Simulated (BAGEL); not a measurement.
**HF/3-21G (density fitting with qzvpp-jkfit) run of Si2H5F (SMILES F[SiH2][SiH3])**

Aim: the vertical singlet–triplet gap of Si2H5F at HF/3-21G (density fitting with qzvpp-jkfit), from 2 runs. 

Program for the calculation: BAGEL 1.2.2.

1 further run of the same task is left out (it didn't finish).

## 1. The molecule

Si2H5F: 8 atoms, total charge 0, spin state singlet. SMILES: `F[SiH2][SiH3]`. The coordinates come from a PBE0-D4/def2-TZVP relaxation.

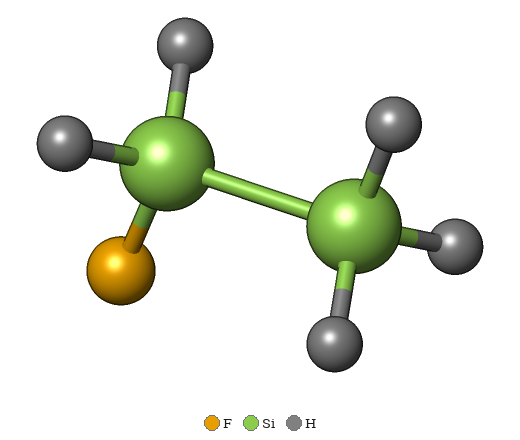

The structure, seen from a chosen angle (fluorine amber, silicon green, hydrogen grey).

## 2. The energy at HF/3-21G (density fitting with qzvpp-jkfit)

Contents of job.json:

```json
{ "bagel" : [

{
  "title" : "molecule",
  "basis" : "3-21g",
  "df_basis" : "qzvpp-jkfit",
  "angstrom" : true,
  "geometry" : [
    { "atom" : "F", "xyz" : [      -2.015200,       0.986100,      -0.226800 ] },
    { "atom" : "Si", "xyz" : [      -0.575400,       0.581100,      -0.813600 ] },
    { "atom" : "Si", "xyz" : [       0.633500,      -0.611200,       0.800400 ] },
    { "atom" : "H", "xyz" : [      -0.798700,      -0.237500,      -2.033900 ] },
    { "atom" : "H", "xyz" : [       0.125700,       1.834700,      -1.195700 ] },
    { "atom" : "H", "xyz" : [       0.849500,       0.218200,       2.015100 ] },
    { "atom" : "H", "xyz" : [       1.955700,      -0.971100,       0.218900 ] },
    { "atom" : "H", "xyz" : [      -0.082900,      -1.857400,       1.179800 ] }
  ]
},

{ "title" : "hf" },

{ "title" : "print", "file" : "orbitals.molden", "orbitals" : true }

]}
```

On the command line:

```console
$ BAGEL_NUM_THREADS=1 BAGEL job.json > job.out
```

Standard output:

```text
* using 1 threads per process

  ===============================================================
  ===============================================================

  *** Geometry ***

  { "atom" : "F", "xyz" : [     -3.808176,      1.863459,     -0.428590 ] },
  { "atom" : "Si", "xyz" : [     -1.087348,      1.098120,     -1.537481 ] },
  { "atom" : "Si", "xyz" : [      1.197142,     -1.155001,      1.512537 ] },
  { "atom" : "H", "xyz" : [     -1.509324,     -0.448810,     -3.843514 ] },
  { "atom" : "H", "xyz" : [      0.237539,      3.467081,     -2.259546 ] },
  { "atom" : "H", "xyz" : [      1.605322,      0.412338,      3.807987 ] },
  { "atom" : "H", "xyz" : [      3.695737,     -1.835113,      0.413661 ] },
  { "atom" : "H", "xyz" : [     -0.156658,     -3.509977,      2.229499 ] },

  Number of auxiliary basis functions:      423

  Since a DF basis is specified, we compute 2- and 3-index integrals:
    o Being stored without compression. Storage requirement is 0.007 GB

  Number of basis functions:       45
  Number of electrons      :       42

    * METHOD: MOLECULE                             0.12

  *** RHF ***

  === Nuclear Repulsion ===
   151.9234568698

      * DIIS with orbital gradients will be used.

  === RHF iteration (3-21g) ===
      0       -676.52841934          0.02175957           0.02
      1       -676.59881222          0.01292231           0.02
      2       -676.62317708          0.00110640           0.02
      3       -676.62363378          0.00012738           0.02
      4       -676.62364198          0.00004194           0.02
      5       -676.62364290          0.00000942           0.02
      6       -676.62364294          0.00000145           0.02
      7       -676.62364294          0.00000032           0.02
      8       -676.62364294          0.00000013           0.02
      9       -676.62364294          0.00000004           0.02
     10       -676.62364294          0.00000001           0.02
    * SCF iteration converged.

    * Permanent dipole moment:
           (   -0.623185,     0.196246,     0.201979) a.u.

    * METHOD: HF                                   0.31

    * METHOD: PRINT                                0.01

  ===============================================================
```

Run time: 0.6 s. Hardware: 1 thread of Arm Neoverse V1, shared host.

## 3. The triplet, same level

Contents of calc.json:

```json
{ "bagel" : [

{
  "title" : "molecule",
  "basis" : "3-21g",
  "df_basis" : "qzvpp-jkfit",
  "angstrom" : true,
  "geometry" : [
    { "atom" : "F", "xyz" : [      -2.015200,       0.986100,      -0.226800 ] },
    { "atom" : "Si", "xyz" : [      -0.575400,       0.581100,      -0.813600 ] },
    { "atom" : "Si", "xyz" : [       0.633500,      -0.611200,       0.800400 ] },
    { "atom" : "H", "xyz" : [      -0.798700,      -0.237500,      -2.033900 ] },
    { "atom" : "H", "xyz" : [       0.125700,       1.834700,      -1.195700 ] },
    { "atom" : "H", "xyz" : [       0.849500,       0.218200,       2.015100 ] },
    { "atom" : "H", "xyz" : [       1.955700,      -0.971100,       0.218900 ] },
    { "atom" : "H", "xyz" : [      -0.082900,      -1.857400,       1.179800 ] }
  ]
},

{
  "title" : "uhf",
  "nopen" : 2
},

{
  "title" : "print",
  "file" : "orbitals.molden",
  "orbitals" : true
}

]}
```

On the command line:

```console
$ BAGEL_NUM_THREADS=1 BAGEL calc.json > calc.out
```

Standard output:

```text
* using 1 threads per process

  ===============================================================
  ===============================================================

  *** Geometry ***

  { "atom" : "F", "xyz" : [     -3.808176,      1.863459,     -0.428590 ] },
  { "atom" : "Si", "xyz" : [     -1.087348,      1.098120,     -1.537481 ] },
  { "atom" : "Si", "xyz" : [      1.197142,     -1.155001,      1.512537 ] },
  { "atom" : "H", "xyz" : [     -1.509324,     -0.448810,     -3.843514 ] },
  { "atom" : "H", "xyz" : [      0.237539,      3.467081,     -2.259546 ] },
  { "atom" : "H", "xyz" : [      1.605322,      0.412338,      3.807987 ] },
  { "atom" : "H", "xyz" : [      3.695737,     -1.835113,      0.413661 ] },
  { "atom" : "H", "xyz" : [     -0.156658,     -3.509977,      2.229499 ] },

  Number of auxiliary basis functions:      423

  Since a DF basis is specified, we compute 2- and 3-index integrals:
    o Being stored without compression. Storage requirement is 0.007 GB

  Number of basis functions:       45
  Number of electrons      :       42

    * METHOD: MOLECULE                             0.12

  *** Open-shell HF ***

  === Nuclear Repulsion ===
   151.9234568698

      * DIIS with orbital gradients will be used.

  === UHF iteration (3-21g) ===
      0       -676.22616020          0.04494402           0.04
      1       -676.30721826          0.03406065           0.04
      2       -676.33660634          0.02250995           0.04
      3       -676.35718617          0.00129096           0.04
      4       -676.35815141          0.00072487           0.04
      5       -676.35872542          0.00042932           0.04
      6       -676.35916537          0.00027697           0.04
      7       -676.35943606          0.00020861           0.04
      8       -676.35970626          0.00014297           0.04
      9       -676.35981665          0.00012380           0.04
     10       -676.35989578          0.00009588           0.04
     11       -676.35996860          0.00006762           0.04
     12       -676.36000209          0.00003215           0.04
     13       -676.36000669          0.00001377           0.04
     14       -676.36000752          0.00000728           0.04
     15       -676.36000750          0.00000409           0.04
     16       -676.36000755          0.00000173           0.04
     17       -676.36000756          0.00000104           0.04
     18       -676.36000756          0.00000080           0.04
     19       -676.36000757          0.00000035           0.04
     20       -676.36000757          0.00000024           0.04
     21       -676.36000757          0.00000011           0.04
     22       -676.36000757          0.00000006           0.04
     23       -676.36000757          0.00000003           0.04
     24       -676.36000757          0.00000002           0.04
     25       -676.36000757          0.00000001           0.04
     26       -676.36000757          0.00000001           0.04
    * SCF iteration converged.

    * S^2 (UHF) is 2.0075

    * Permanent dipole moment:
           (   -0.899300,     0.396019,     0.014478) a.u.

    * METHOD: UHF                                  1.23

    * METHOD: PRINT                                0.01

  ===============================================================
```

It took 1.5 s on 1 thread of Arm Neoverse V1, shared host.

## 4. Summary of results

Level: HF/3-21G (density fitting with qzvpp-jkfit).

```
                                        quantity          value
                           singlet: total energy  -676.62364 Eh
                          singlet: dipole moment         1.74 D
                            singlet: HOMO energy      -11.21 eV
                            singlet: LUMO energy        3.15 eV
                          singlet: HOMO–LUMO gap       14.36 eV
                           triplet: total energy  -676.36001 Eh
                          triplet: dipole moment         2.50 D
                                   triplet: ⟨S²⟩          2.007
vertical energy of the triplet above the singlet       7.174 eV
```

In words: At this shape the triplet lies 7.17 eV (692 kJ/mol) above the singlet.
